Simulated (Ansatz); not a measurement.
Density of states of Ta₃Ru (Cmmm, 4 atoms in the cell).

```yaml
crystal:
  lattice:
    - [1.66909, -2.34231, 0.00000]
    - [1.66909, 2.34231, 0.00000]
    - [0.00000, 0.00000, 8.81420]
  atoms:
    - { symbol: Ta, position: [0.50000, 0.50000, 0.76388] }
    - { symbol: Ta, position: [0.50000, 0.50000, 0.23612] }
    - { symbol: Ta, position: [0.00000, 0.00000, 0.50000] }
    - { symbol: Ru, position: [0.00000, 0.00000, 0.00000] }
```

Method: PBEsol, default PAW files made with PBE (plane waves; Ansatz, a program for electronic structure).

SCF settings: kpoints.mp_grid.grid = 12 12 4; hamiltonian.xc = pbesol; hamiltonian.pseudopotentials = {kind: paw} (the program's default PAW files); scf.occupations.method = gaussian; scf.occupations.width = 0.05 eV. Keys of the DOS step: output.dos.nscf_kmesh.grid = 18 18 6; output.dos.method = {smearing: {sigma: 0.1}} eV.

The starting cell comes from a database of computed structures (which also holds hypothetical and non-ambient phases and stackings), without a prior relaxation at this level. Spin-orbit coupling is off. Spin polarisation is off.

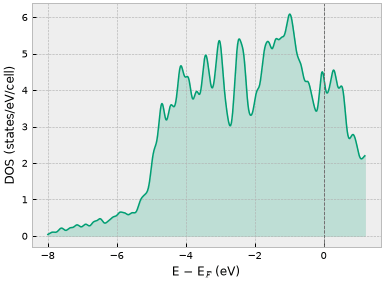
*Total density of states, both spins summed.*

Total DOS (both spins), as means of the tabulated values in each energy bin; the zero is the program's Fermi level or highest filled level, and the curve is cut to this window:

```
E (eV)  states/eV/cell
------  --------------
-7.80             0.12
-7.40             0.20
-7.00             0.29
-6.60             0.40
-6.20             0.45
-5.80             0.62
-5.40             0.81
-5.00             1.86
-4.60             3.39
-4.20             4.14
-3.80             4.02
-3.40             4.43
-3.00             4.58
-2.60             4.11
-2.20             4.06
-1.80             4.57
-1.40             5.32
-1.00             5.71
-0.60             4.52
-0.20             3.88
0.20              4.23
0.60              3.49
1.00              2.41
```

Around zero the curve holds about 4.1 states/eV/cell.

Keys are those of Ansatz 0.2.
